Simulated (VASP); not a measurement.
Band structure of FeGe (B20). All values below come from LDA (Ceperley-Alder, Perdew-Zunger), VASP's LDA PAW potentials (set 64) (plane waves; VASP 6.6.1).

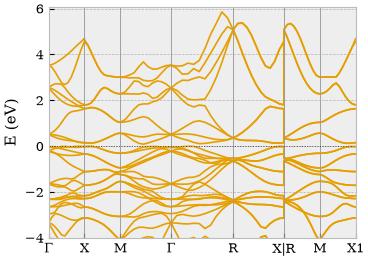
Figure: Bands along high-symmetry lines, zero at the valence-band maximum or, without a gap, the Fermi level

**Question.** Read the plot: is there a gap, and where are the band edges?

**Answer.** The gap is indirect, 0.09 eV, from the valence maximum at Γ-R at 0.27 to the conduction minimum at M-Γ at 0.45. (Edges off the drawn lines would not show.)

The compound is FeGe in the B20 structure. It was relaxed first, which changed the volume by -10 %. The run is not spin-polarised, so no magnetic state was tried.
